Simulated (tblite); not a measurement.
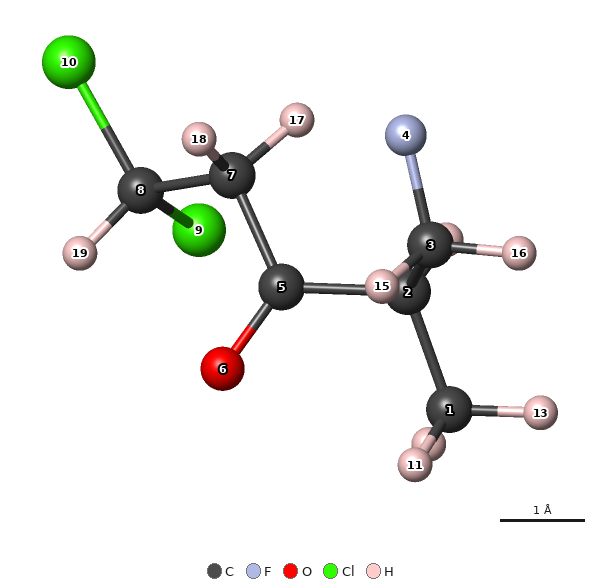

*The input geometry (ball-and-stick view, seen at a tilt; atoms are numbered from 1 in the order of the input).*

## C6H9Cl2FO: geometry relaxation (part 1 of 2)

System: C6H9Cl2FO.
Method: GFN2-xTB geometry optimisation, gas phase (tblite 0.8.0).

The program's output
```
step      E/eV     max force
  0    -961.30284    1.774
  1    -961.32856    2.172
  2    -961.35938    0.246
  3    -961.36519    0.247
  4    -961.37397    0.152
  5    -961.37550    0.116
  6    -961.37681    0.063
  7    -961.37739    0.061
  8    -961.37815    0.063
  9    -961.37856    0.044
 10    -961.37880    0.032
 11    -961.37880    0.032
 12    -961.37890    0.027
 13    -961.37922    0.067
 14    -961.37931    0.052
 15    -961.37942    0.051
 16    -961.37977    0.036
 17    -961.37987    0.039
 18    -961.38010    0.026
 19    -961.38021    0.024
 20    -961.38032    0.023
 21    -961.38041    0.025
 22    -961.38051    0.022
 23    -961.38058    0.018
 24    -961.38064    0.018
 25    -961.38069    0.021
 26    -961.38076    0.025
 27    -961.38084    0.021
 28    -961.38092    0.019
 29    -961.38099    0.016
 30    -961.38105    0.018
 31    -961.38111    0.019
 32    -961.38117    0.016
 33    -961.38121    0.017
 34    -961.38125    0.013
 35    -961.38128    0.017
 36    -961.38131    0.017
 37    -961.38135    0.020
 38    -961.38141    0.027
 39    -961.38149    0.027
 40    -961.38157    0.023
 41    -961.38163    0.018
 42    -961.38167    0.013
 43    -961.38169    0.017
 44    -961.38172    0.014
 45    -961.38175    0.014
 46    -961.38178    0.017
 47    -961.38182    0.014
 48    -961.38186    0.015
 49    -961.38189    0.013
 50    -961.38191    0.013
 51    -961.38194    0.013
 52    -961.38197    0.017
 53    -961.38200    0.015
 54    -961.38203    0.010
 55    -961.38205    0.012
 56    -961.38206    0.010
 57    -961.38208    0.009
 58    -961.38209    0.011
 59    -961.38211    0.012
 60    -961.38213    0.012
 61    -961.38215    0.011
 62    -961.38217    0.012
 63    -961.38218    0.009
 64    -961.38219    0.007
 65    -961.38220    0.007
 66    -961.38221    0.009
 67    -961.38222    0.010
 68    -961.38224    0.010
 69    -961.38225    0.009
 70    -961.38228    0.012
 71    -961.38231    0.015
 72    -961.38236    0.016
 73    -961.38242    0.017
 74    -961.38250    0.021
 75    -961.38258    0.023
 76    -961.38270    0.026
 77    -961.38284    0.029
 78    -961.38299    0.037
 79    -961.38312    0.039
 80    -961.38322    0.037
 81    -961.38332    0.037
 82    -961.38346    0.032
 83    -961.38369    0.039
 84    -961.38387    0.046
 85    -961.38397    0.047
 86    -961.38425    0.033
 87    -961.38448    0.037
 88    -961.38483    0.032
 89    -961.38507    0.038
 90    -961.38530    0.037
 91    -961.38553    0.027
 92    -961.38572    0.035
 93    -961.38589    0.034
 94    -961.38602    0.020
 95    -961.38610    0.024
 96    -961.38616    0.024
 97    -961.38622    0.017
 98    -961.38627    0.014
 99    -961.38631    0.015
100    -961.38636    0.017
101    -961.38643    0.017
102    -961.38651    0.014
103    -961.38658    0.017
104    -961.38666    0.020
105    -961.38677    0.025
106    -961.38689    0.028
107    -961.38702    0.024
108    -961.38706    0.048
109    -961.38722    0.030
110    -961.38732    0.021
111    -961.38756    0.022
112    -961.38765    0.032
113    -961.38781    0.038
114    -961.38795    0.028
115    -961.38811    0.023
116    -961.38822    0.048
117    -961.38839    0.038
118    -961.38858    0.032
119    -961.38889    0.033
120    -961.38912    0.038
121    -961.38959    0.051
122    -961.39006    0.058
123    -961.39056    0.055
124    -961.39075    0.083
125    -961.39118    0.045
126    -961.39149    0.026
127    -961.39174    0.025
128    -961.39210    0.034
129    -961.39230    0.038
130    -961.39254    0.033
131    -961.39272    0.030
132    -961.39293    0.039
133    -961.39316    0.042
134    -961.39340    0.033
135    -961.39360    0.025
136    -961.39376    0.035
137    -961.39394    0.038
138    -961.39416    0.036
139    -961.39443    0.035
140    -961.39472    0.039
141    -961.39505    0.040
142    -961.39540    0.036
143    -961.39573    0.046
144    -961.39604    0.047
145    -961.39632    0.040
146    -961.39669    0.040
147    -961.39710    0.052
148    -961.39747    0.057
149    -961.39777    0.052
150    -961.39808    0.040
151    -961.39844    0.044
152    -961.39872    0.051
153    -961.39901    0.044
154    -961.39920    0.026
155    -961.39937    0.033
156    -961.39950    0.036
157    -961.39969    0.034
158    -961.39986    0.026
159    -961.39998    0.020
160    -961.40006    0.019
161    -961.40012    0.015
162    -961.40017    0.015
163    -961.40022    0.014
164    -961.40025    0.014
165    -961.40029    0.015
166    -961.40033    0.014
167    -961.40037    0.015
168    -961.40041    0.014
169    -961.40045    0.013
170    -961.40048    0.012
171    -961.40052    0.013
172    -961.40056    0.014
173    -961.40059    0.013
174    -961.40061    0.010
175    -961.40062    0.008
176    -961.40063    0.008
177    -961.40064    0.008
178    -961.40065    0.006
179    -961.40065    0.005
180    -961.40065    0.005
181    -961.40066    0.004
182    -961.40066    0.004
```

Trajectory as extended XYZ (Å, eV, eV/Å), 12 frames, from step=0 to step=182
```
19
Properties=species:S:1:pos:R:3:forces:R:3 step=0 energy=-961.30284
C    -1.8707    1.3636    0.2802   -0.8560   0.4080   0.2000
C    -1.0674    0.1367   -0.0970    0.5880   0.3690   0.2710
C    -1.6996   -1.1353    0.4532   -0.6730   0.3290  -0.1410
F    -1.0515   -2.2005   -0.0715    0.1780  -0.6990  -0.0440
C     0.3485    0.2217    0.4812    0.2610   1.1390   1.3350
O     0.6125    0.9286    1.4447   -0.3790  -0.8980  -1.2280
C     1.4122   -0.6407   -0.1699   -0.2210  -0.0760   0.0590
C     2.7305    0.1186   -0.2576   -0.0310  -0.3380  -0.1010
Cl    2.6107    1.4279   -1.4655   -0.0640  -0.0890   0.1550
Cl    4.0224   -1.0019   -0.7623    0.0190   0.0620   0.0430
H    -2.0150    1.4515    1.3636    0.2180  -0.1200  -0.2440
H    -1.3865    2.2760   -0.0644    0.0530  -0.1340   0.0090
H    -2.8774    1.3270   -0.1686    0.4110  -0.0530   0.0820
H    -0.9789    0.0811   -1.1820   -0.1020  -0.1800  -0.1070
H    -1.6565   -1.1878    1.5432    0.2120  -0.0150   0.0730
H    -2.7585   -1.2092    0.1545    0.1700  -0.0030  -0.0700
H     1.0785   -0.9675   -1.1542    0.1330  -0.0200  -0.0550
H     1.5115   -1.5429    0.4610    0.1600   0.3090  -0.1850
H     3.0254    0.5622    0.6964   -0.0800   0.0090  -0.0490
19
Properties=species:S:1:pos:R:3:forces:R:3 step=16 energy=-961.37977
C    -1.8852    1.3701    0.2866    0.0060  -0.0120  -0.0020
C    -1.0493    0.1526   -0.0938    0.0040  -0.0230   0.0040
C    -1.7024   -1.1271    0.4434   -0.0040  -0.0010   0.0020
F    -1.0690   -2.2404   -0.0489   -0.0130  -0.0010   0.0060
C     0.3533    0.2502    0.4912    0.0030  -0.0010  -0.0130
O     0.6174    0.9426    1.4367    0.0000   0.0130  -0.0070
C     1.3976   -0.6364   -0.1749    0.0110   0.0060  -0.0010
C     2.7220    0.0995   -0.2617    0.0150  -0.0320   0.0080
Cl    2.5943    1.4224   -1.4461   -0.0130   0.0160  -0.0060
Cl    4.0292   -1.0007   -0.7551   -0.0020   0.0050   0.0060
H    -1.9896    1.4353    1.3661    0.0120   0.0000   0.0110
H    -1.3916    2.2727   -0.0621   -0.0120   0.0180  -0.0020
H    -2.8721    1.3115   -0.1636   -0.0120   0.0000   0.0020
H    -0.9776    0.0687   -1.1824   -0.0030   0.0050   0.0110
H    -1.6398   -1.1792    1.5351    0.0070   0.0140  -0.0010
H    -2.7483   -1.1909    0.1275    0.0070   0.0000  -0.0220
H     1.0761   -0.9668   -1.1619    0.0080   0.0010   0.0080
H     1.5235   -1.5228    0.4546    0.0000   0.0070  -0.0070
H     3.0019    0.5480    0.6944   -0.0140  -0.0130   0.0000
19
Properties=species:S:1:pos:R:3:forces:R:3 step=33 energy=-961.38121
C    -1.8867    1.3665    0.2942    0.0060  -0.0050  -0.0010
C    -1.0496    0.1530   -0.0990    0.0040  -0.0070  -0.0020
C    -1.7055   -1.1243    0.4387    0.0020  -0.0010  -0.0020
F    -1.0658   -2.2428   -0.0323    0.0020   0.0010   0.0020
C     0.3574    0.2550    0.4753   -0.0020  -0.0020   0.0170
O     0.6272    0.9657    1.4056    0.0000   0.0080   0.0060
C     1.4013   -0.6424   -0.1779   -0.0110   0.0030  -0.0030
C     2.7264    0.0928   -0.2560   -0.0050  -0.0110   0.0050
Cl    2.5918    1.4265   -1.4294    0.0080   0.0070  -0.0040
Cl    4.0386   -0.9965   -0.7534   -0.0060  -0.0040  -0.0010
H    -1.9634    1.4350    1.3760    0.0050   0.0050   0.0010
H    -1.4130    2.2736   -0.0702   -0.0030   0.0030  -0.0030
H    -2.8848    1.2958   -0.1298    0.0010   0.0000   0.0040
H    -0.9844    0.0747   -1.1879   -0.0010  -0.0040  -0.0070
H    -1.6586   -1.1634    1.5318    0.0000   0.0000  -0.0050
H    -2.7459   -1.1912    0.1054    0.0060  -0.0060  -0.0010
H     1.0869   -0.9754   -1.1658   -0.0050   0.0010  -0.0080
H     1.5186   -1.5276    0.4549   -0.0010   0.0110   0.0000
H     2.9997    0.5343    0.7049   -0.0010   0.0000   0.0010
19
Properties=species:S:1:pos:R:3:forces:R:3 step=49 energy=-961.38189
C    -1.8898    1.3654    0.2980    0.0010   0.0010   0.0000
C    -1.0526    0.1543   -0.1009    0.0000  -0.0050   0.0020
C    -1.7014   -1.1275    0.4348    0.0010   0.0000  -0.0010
F    -1.0413   -2.2419   -0.0182   -0.0020   0.0030  -0.0040
C     0.3549    0.2642    0.4716   -0.0010  -0.0030  -0.0050
O     0.6241    0.9809    1.3973    0.0060  -0.0040   0.0000
C     1.3964   -0.6349   -0.1812   -0.0020  -0.0010   0.0020
C     2.7284    0.0873   -0.2523   -0.0050   0.0060   0.0020
Cl    2.6130    1.4300   -1.4179    0.0050   0.0020  -0.0050
Cl    4.0276   -1.0152   -0.7528    0.0070  -0.0050  -0.0030
H    -1.9320    1.4493    1.3806   -0.0050   0.0060   0.0060
H    -1.4336    2.2698   -0.0942   -0.0040   0.0120   0.0000
H    -2.9002    1.2833   -0.0929   -0.0020  -0.0120  -0.0040
H    -0.9894    0.0790   -1.1905    0.0020  -0.0050   0.0040
H    -1.6715   -1.1603    1.5286   -0.0010   0.0080  -0.0060
H    -2.7351   -1.2095    0.0842    0.0020  -0.0030   0.0070
H     1.0826   -0.9639   -1.1709    0.0010   0.0050   0.0010
H     1.5061   -1.5217    0.4503   -0.0060  -0.0060  -0.0020
H     3.0041    0.5207    0.7115    0.0030   0.0000   0.0050
19
Properties=species:S:1:pos:R:3:forces:R:3 step=66 energy=-961.38221
C    -1.8969    1.3647    0.2988    0.0040  -0.0050  -0.0020
C    -1.0525    0.1581   -0.0993    0.0010  -0.0060  -0.0020
C    -1.6972   -1.1259    0.4364   -0.0020   0.0010   0.0010
F    -1.0313   -2.2384   -0.0127   -0.0040   0.0030   0.0010
C     0.3562    0.2687    0.4704   -0.0020   0.0040  -0.0070
O     0.6281    0.9828    1.3973    0.0000   0.0000  -0.0020
C     1.3950   -0.6303   -0.1874   -0.0050   0.0020   0.0010
C     2.7325    0.0826   -0.2497   -0.0070   0.0010   0.0050
Cl    2.6340    1.4291   -1.4125    0.0020   0.0000   0.0020
Cl    4.0261   -1.0283   -0.7473    0.0050  -0.0050  -0.0010
H    -1.9276    1.4599    1.3809    0.0000   0.0010   0.0010
H    -1.4591    2.2715   -0.1090    0.0030   0.0010   0.0020
H    -2.9109    1.2639   -0.0789   -0.0010   0.0000   0.0010
H    -0.9896    0.0822   -1.1887   -0.0030  -0.0010  -0.0010
H    -1.6711   -1.1554    1.5304    0.0050   0.0010  -0.0010
H    -2.7294   -1.2133    0.0834   -0.0010  -0.0020   0.0020
H     1.0815   -0.9488   -1.1807    0.0020   0.0040   0.0010
H     1.4954   -1.5238    0.4366    0.0000  -0.0010  -0.0040
H     3.0069    0.5102    0.7171    0.0020   0.0030   0.0020
```
